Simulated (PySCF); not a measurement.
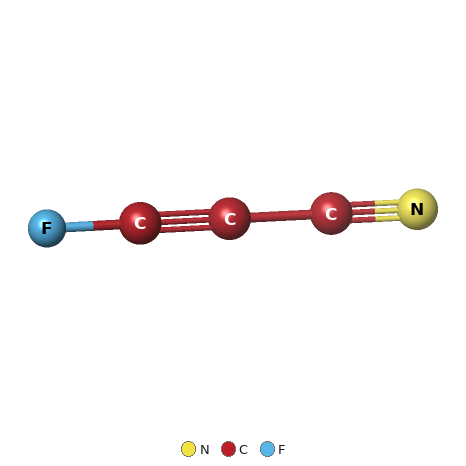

Ball-and-stick drawing of a structure. Double and triple bonds are drawn as two and three sticks.

Count the atoms of each element.

Answer. C3FN, 5 atoms: 3 carbon, 1 fluorine and 1 nitrogen.

Name some functional groups or characteristic bonds that it holds.

Answer. Among them: nitrile, alkyne, C–F bond.

How many bonds of each kind are drawn?

Answer. 2 C–C, 1 C–N, 1 C–F.

Give the symmetry (Schoenflies symbol).

Answer. C∞v.

How many sets of symmetry-equivalent atoms are there?

Answer. 5: 1 N, 1 C, 1 C, 1 C, 1 F.

More results for the same structure follow; atom numbers are the same in all pictures, views and colours differ. The computed structure is the end point of a PBE0-D3(BJ)/def2-SVP optimisation. No frequency run is at hand to confirm it as a minimum.

**Shape**

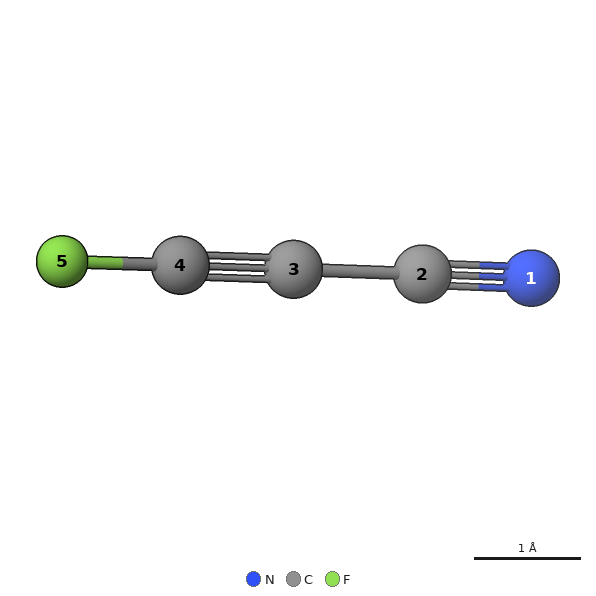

Atoms carry their numbers in the input. No frequency run is at hand to confirm it as a minimum.

What is the geometry at C4?

Answer. C4 has 2 neighbours (C3 at 1.21, F5 at 1.26 Å); the arrangement is linear.

What is the geometry at C2?

Answer. C2 has 2 neighbours (N1 at 1.16, C3 at 1.37 Å); the arrangement is linear.

What is the geometry at C3?

Answer. C3 has 2 neighbours (C2 at 1.37, C4 at 1.21 Å); the arrangement is linear.

**Polarisability**

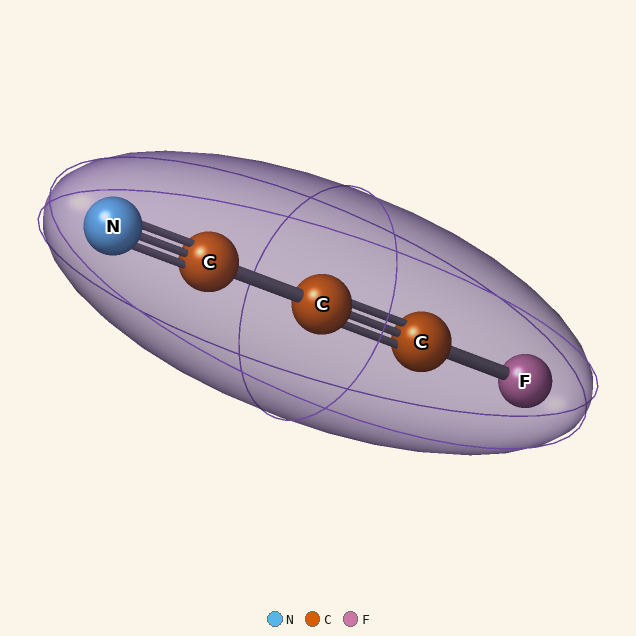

The ellipsoid shows the static dipole polarisability: its half-axes are proportional to the principal values. No frequency run is at hand to confirm it as a minimum. Computed with B3LYP/def2-SVPD (PySCF 2.14.0).

Give the principal values, the mean and the anisotropy.

Answer. Principal values 25.2, 25.2, 72.2 bohr³; mean 40.9 bohr³ (6.05 Å³); anisotropy 47.1 bohr³, so the longest axis is 2.87 times the shortest.

**Charges**

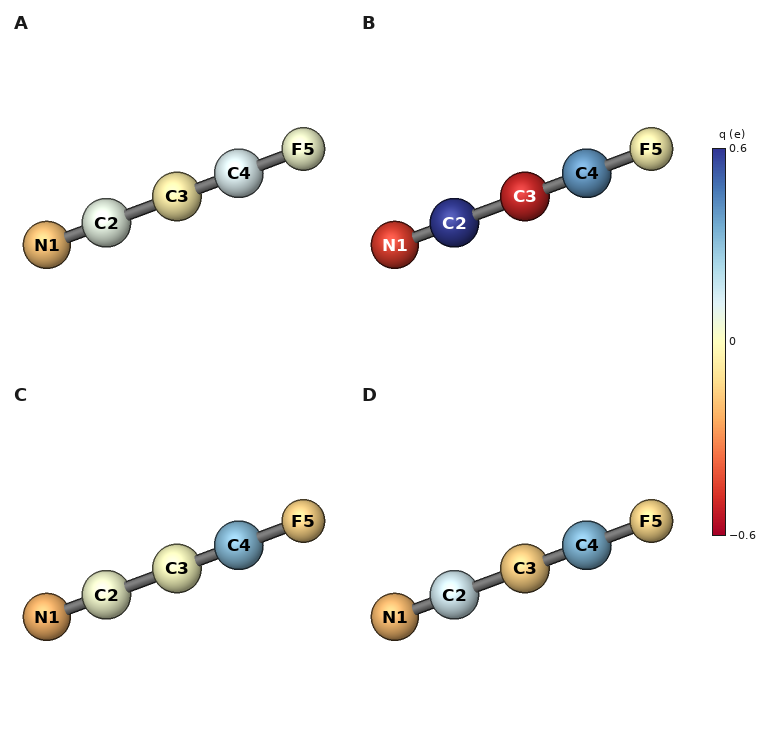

Atomic charges of one calculation by 4 schemes, on one colour scale. No frequency run is at hand to confirm it as a minimum. Level of theory: PBE0/pcSseg-1 (PySCF 2.14.0).

The schemes are ESP-fitted, Hirshfeld, IAO, Mulliken. Which panel shows which?

Answer. A Hirshfeld, B ESP-fitted, C Mulliken, D IAO.

List the charges (e), one line for each set of equivalent atoms.

```json
{"atom": "N1", "Hirshfeld": "−0.18", "ESP-fitted": "−0.45", "Mulliken": "−0.22", "IAO": "−0.20"}
{"atom": "C2", "Hirshfeld": "0.08", "ESP-fitted": "0.59", "Mulliken": "0.04", "IAO": "0.15"}
{"atom": "C3", "Hirshfeld": "−0.05", "ESP-fitted": "−0.50", "Mulliken": "0.01", "IAO": "−0.15"}
{"atom": "C4", "Hirshfeld": "0.12", "ESP-fitted": "0.39", "Mulliken": "0.31", "IAO": "0.34"}
{"atom": "F5", "Hirshfeld": "0.03", "ESP-fitted": "−0.03", "Mulliken": "−0.14", "IAO": "−0.13"}
```

**Spin–spin coupling**

No frequency run is at hand to confirm it as a minimum. Level of theory: B3LYP/pcJ-1 indirect spin-spin coupling, non-relativistic, gas phase (PySCF 2.14.0). Isotopes: 13C, 19F, 15N.

Give the spin–spin coupling constants of these pairs, with the number of bonds between them: N1/C2, C4/F5, C2/C4, C3/F5.

```
  pair  bonds apart  J (Hz)
N1, C2            1   −22.0
C4, F5            1  −413.8
C2, C4            2    27.3
C3, F5            2    49.8
```

Density functionals are unreliable for couplings to fluorine, so those rows may be far off.

Mulliken values depend strongly on the basis set and can even reverse the polarity of a bond.
